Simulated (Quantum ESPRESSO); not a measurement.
# Collinear magnetic orders of CuSiO3 with Quantum ESPRESSO, part 2 of 2

A self-consistent run ends on one state, which hangs on the start. Several orders of CuSiO3 are started in Quantum ESPRESSO and their energies compared.

Quantum ESPRESSO 7.5; LDA; plane waves with GBRV 1.5 LDA potentials, no spin-orbit coupling.

So far, absolute magnetization (μB): step 2 (start 1: ferro ++) 2.02.

## Step 3: Start 2: antiferro +−

The input, pw.in:

```
&CONTROL
  calculation = 'scf'
  prefix = 'pwscf'
  outdir = './tmp'
  pseudo_dir = './pseudo'
  disk_io = 'nowf'
/
&SYSTEM
  ibrav = 0
  nat = 10
  ntyp = 4
  ecutwfc = 40
  ecutrho = 280
  nbnd = 55
  occupations = 'smearing'
  smearing = 'fd'
  degauss = 0.00367493
  nspin = 2
  starting_magnetization(1) = 0
  starting_magnetization(2) = 0.0526
  starting_magnetization(3) = -0.0526
  starting_magnetization(4) = 0
/
&ELECTRONS
  conv_thr = 2d-08
  electron_maxstep = 150
  mixing_beta = 0.3
/
ATOMIC_SPECIES
Si     28.0850 si_lda_v1.uspp.F.UPF
Cu1    63.5460 cu_lda_v1.2.uspp.F.UPF
Cu2    63.5460 cu_lda_v1.2.uspp.F.UPF
O      15.9990 o_lda_v1.2.uspp.F.UPF
CELL_PARAMETERS angstrom
   8.9581390000    0.0000000000    0.0000000000
   0.0000000000    2.8602530000    0.0000000000
   0.0000000000    0.0000000000    4.9182360000
ATOMIC_POSITIONS crystal
Si      0.7500000000    0.5000000000    0.8778590000
Si      0.2500000000    0.5000000000    0.1221410000
Cu1     0.5000000000    0.0000000000    0.5000000000
Cu2     0.0000000000    0.0000000000    0.5000000000
O       0.5972540000    0.5000000000    0.6956570000
O       0.4027460000    0.5000000000    0.3043430000
O       0.9027460000    0.5000000000    0.6956570000
O       0.0972540000    0.5000000000    0.3043430000
O       0.2500000000    0.0000000000    0.9452320000
O       0.7500000000    0.0000000000    0.0547680000
K_POINTS automatic
2 8 4 0 0 0
```

Launch:

```
OMP_NUM_THREADS=1 mpirun -n 4 pw.x -nk 4 -in pw.in > pw.out
```

The log of the run:

```text
[banner, memory and clock lines left out]
Program PWSCF v.7.5 starts

     Message from routine setup:
     using ibrav=0 with symmetry is DISCOURAGED, use correct ibrav instead

     bravais-lattice index     =            0
     lattice parameter (alat)  =      16.9284  a.u.
     unit-cell volume          =     850.4097 (a.u.)^3
     number of atoms/cell      =           10
     number of atomic types    =            4
     number of electrons       =        82.00
     number of Kohn-Sham states=           55
     kinetic-energy cutoff     =      40.0000  Ry
     charge density cutoff     =     280.0000  Ry
     scf convergence threshold =      2.0E-08
     mixing beta               =       0.3000
     number of iterations used =            8  plain     mixing
     Exchange-correlation= SLA  PZ   NOGX NOGC
                           (   1   1   0   0   0   0   0)

     celldm(1)=  16.928429  celldm(2)=   0.000000  celldm(3)=   0.000000
     celldm(4)=   0.000000  celldm(5)=   0.000000  celldm(6)=   0.000000

     crystal axes: (cart. coord. in units of alat)
               a(1) = (   1.000000   0.000000   0.000000 )
               a(2) = (   0.000000   0.319291   0.000000 )
               a(3) = (   0.000000   0.000000   0.549024 )

     reciprocal axes: (cart. coord. in units 2 pi/alat)
               b(1) = (  1.000000  0.000000  0.000000 )
               b(2) = (  0.000000  3.131939  0.000000 )
               b(3) = (  0.000000  0.000000  1.821413 )

     PseudoPot. # 1 for Si read from file:
     si_lda_v1.uspp.F.UPF
     Pseudo is Ultrasoft + core correction, Zval =  4.0

     PseudoPot. # 2 for Cu read from file:
     cu_lda_v1.2.uspp.F.UPF
     Pseudo is Ultrasoft + core correction, Zval = 19.0

     PseudoPot. # 3 for Cu read from file:
     cu_lda_v1.2.uspp.F.UPF
     Pseudo is Ultrasoft + core correction, Zval = 19.0

     PseudoPot. # 4 for O  read from file:
     o_lda_v1.2.uspp.F.UPF
     Pseudo is Ultrasoft + core correction, Zval =  6.0

     atomic species   valence    mass     pseudopotential
     Si                4.00    28.08500     Si( 1.00)
     Cu1              19.00    63.54600     Cu( 1.00)
     Cu2              19.00    63.54600     Cu( 1.00)
     O                 6.00    15.99900     O ( 1.00)

     Starting magnetic structure
     atomic species   magnetization
     Si              0.000
     Cu1             0.053
     Cu2            -0.053
     O               0.000

      4 Sym. Ops., with inversion, found

   Cartesian axes

     site n.     atom                  positions (alat units)
         1        Si     tau(   1) = (   0.7500000   0.1596455   0.4819659  )
         2        Si     tau(   2) = (   0.2500000   0.1596455   0.0670584  )
         3        Cu1    tau(   3) = (   0.5000000   0.0000000   0.2745122  )
         4        Cu2    tau(   4) = (   0.0000000   0.0000000   0.2745122  )
         5        O      tau(   5) = (   0.5972540   0.1596455   0.3819326  )
         6        O      tau(   6) = (   0.4027460   0.1596455   0.1670917  )
         7        O      tau(   7) = (   0.9027460   0.1596455   0.3819326  )
         8        O      tau(   8) = (   0.0972540   0.1596455   0.1670917  )
         9        O      tau(   9) = (   0.2500000   0.0000000   0.5189553  )
        10        O      tau(  10) = (   0.7500000   0.0000000   0.0300690  )

     number of k points=    30  Fermi-Dirac smearing, width (Ry)=  0.0037
                       cart. coord. in units 2pi/alat
        k(    1) = (   0.0000000   0.0000000   0.0000000), wk =   0.0156250
        k(    2) = (   0.0000000   0.0000000   0.4553533), wk =   0.0312500
        k(    3) = (   0.0000000   0.0000000  -0.9107065), wk =   0.0156250
        k(    4) = (   0.0000000   0.3914924   0.0000000), wk =   0.0312500
        k(    5) = (   0.0000000   0.3914924   0.4553533), wk =   0.0625000
        [... 25 further k-points ...]

     Dense  grid:    67303 G-vectors     FFT dimensions: (  96,  30,  50)

     Smooth grid:    29045 G-vectors     FFT dimensions: (  72,  24,  40)

     Check: negative core charge=   -0.000002
     Generating pointlists ...
     new r_m :   0.0753 (alat units)  1.2750 (a.u.) for type    1
     new r_m :   0.0889 (alat units)  1.5055 (a.u.) for type    2
     new r_m :   0.0889 (alat units)  1.5055 (a.u.) for type    3
     new r_m :   0.0753 (alat units)  1.2750 (a.u.) for type    4

     Initial potential from superposition of free atoms

     starting charge      79.9988, renormalised to      82.0000
     Starting wfcs are   58 randomized atomic wfcs

     Self-consistent Calculation

     iteration #  1     ecut=    40.00 Ry     beta= 0.30
     Davidson diagonalization with overlap
     ethr =  1.00E-02,  avg # of iterations =  4.7

     total energy              =   -1020.40218522 Ry
     estimated scf accuracy    <       1.20410963 Ry

     total magnetization       =    -0.00 Bohr mag/cell
     absolute magnetization    =     2.02 Bohr mag/cell

     iteration #  2     ecut=    40.00 Ry     beta= 0.30
     Davidson diagonalization with overlap
     ethr =  1.47E-03,  avg # of iterations =  2.1

     total energy              =   -1020.53358944 Ry
     estimated scf accuracy    <       0.17376015 Ry

     total magnetization       =     0.00 Bohr mag/cell
     absolute magnetization    =     1.54 Bohr mag/cell

     [... further iterations left out ...]

     iteration # 14     ecut=    40.00 Ry     beta= 0.30
     Davidson diagonalization with overlap
     ethr =  3.04E-10,  avg # of iterations =  2.6

     total energy              =   -1020.54419099 Ry
     estimated scf accuracy    <       0.00000010 Ry

     total magnetization       =     0.00 Bohr mag/cell
     absolute magnetization    =     2.02 Bohr mag/cell

     iteration # 15     ecut=    40.00 Ry     beta= 0.30
     Davidson diagonalization with overlap
     ethr =  1.18E-10,  avg # of iterations =  2.2

     Magnetic moment per site  (integrated on atomic sphere of radius R)
     atom   1 (R=0.075)  charge=  0.5734  magn= -0.0000
     atom   2 (R=0.075)  charge=  0.5734  magn= -0.0000
     atom   3 (R=0.089)  charge= 16.3578  magn=  0.6084
     atom   4 (R=0.089)  charge= 16.3579  magn= -0.6084
     atom   5 (R=0.075)  charge=  4.5412  magn=  0.1282
     atom   6 (R=0.075)  charge=  4.5412  magn=  0.1282
     atom   7 (R=0.075)  charge=  4.5412  magn= -0.1282
     atom   8 (R=0.075)  charge=  4.5412  magn= -0.1282
     atom   9 (R=0.075)  charge=  4.5797  magn= -0.0000
     atom  10 (R=0.075)  charge=  4.5797  magn= -0.0000

     End of self-consistent calculation

     [... lines left out ...]
     the Fermi energy is     5.8510 ev

!    total energy              =   -1020.54419100 Ry
     estimated scf accuracy    <          7.7E-09 Ry
     smearing contrib. (-TS)   =      -0.00090741 Ry
     internal energy E=F+TS    =   -1020.54328359 Ry

     The total energy is F=E-TS. E is the sum of the following terms:
     one-electron contribution =    -932.91817429 Ry
     hartree contribution      =     501.40059779 Ry
     xc contribution           =    -128.55845697 Ry
     ewald contribution        =    -460.46725011 Ry

     total magnetization       =     0.00 Bohr mag/cell
     absolute magnetization    =     2.02 Bohr mag/cell

     convergence has been achieved in  15 iterations
```

The job ended after 80 s (4 MPI ranks of Arm Neoverse V2, shared host; peak memory 0.9 GiB).

Spin moment in the atom's sphere by atom:

```
atom  spin moment in the atom's sphere (μB)
 Si1                                  0.000
 Si2                                  0.000
 Cu3                                  0.608
 Cu4                                 -0.608
  O5                                  0.128
  O6                                  0.128
  O7                                 -0.128
  O8                                 -0.128
  O9                                  0.000
 O10                                  0.000
```

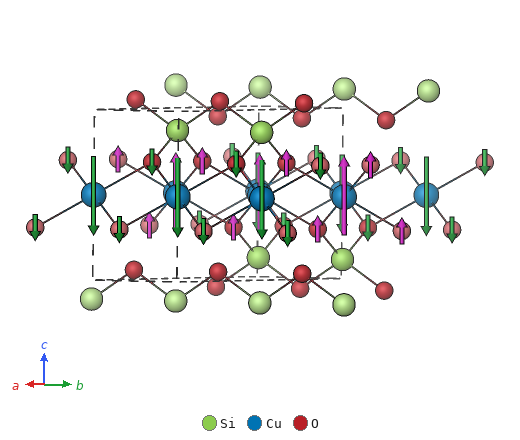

Spin moment in the atom's sphere as arrows, the longest 0.608 μB. Up and down stand for the sign. Arrows give size and sign along the axis of quantisation, drawn up and down the page. Each arrow also spans its atom, so small moments look longer than they are. The two directions have two colours. 1×2×1 cells are drawn. Some periodic images of atoms are drawn too.

Numbers from this step:

```yaml
smearing_term_ts: 0.01235 eV
magnetization: 0 μB
absolute_magnetization: 2.016 μB
final_state: antiferromagnetic
```

## Step 4: The states side by side

An order is kept where moments of 0.15 μB or more survive with the typed signs; meshes match where a doubled cell samples the same k points as the first cell.

Orders:

```csv
start,final state,typed order kept,energy over the lowest (meV a seeded atom),largest site moment (μB),net moment (μB a cell of the first run),mesh matched,CPU time (s)
ferro ++,ferromagnetic,yes,4.468,0.6024,1.864,yes,283
antiferro +-,antiferromagnetic,yes,0,0.6084,0,yes,321.6
```

## Step 5: Summary of results

```yaml
lowest_state_found: antiferromagnetic (from antiferro +-)
largest_site_moment: 0.608 μB
next_state_with_moments: ferromagnetic, 4.47 meV a seeded atom higher
```

**Reading.** The smearing terms TS of the orders run from 6.2 to 8.5 meV a seeded atom, so the differences would change at a smaller width: an order with a larger TS is lowered more by the smearing. This is the lowest of 2 collinear or spinless starts, no proof of the ground state. No Hubbard term acts here. In such compounds local and semilocal functionals without one often delocalise the d electrons, and can shrink or lose moments and miss the size, sign and order of the couplings.

[Logs and program files are shortened in this print: banners, set-up blocks, solver, clock and traceback lines can be left out without a mark of their own.]

[Logs are printed without paths, hosts, clocks, repeated set-up lines and the standing remarks that a program may print on its own settings, such as how far it seeks lower states.]

[Hosts, paths, dates, database ids (printed as entryN), source tags and the programs' standing remarks are cut or masked in the printed files.]

[Where a cell is said to come from a database of computed structures, the database is the Materials Project.]
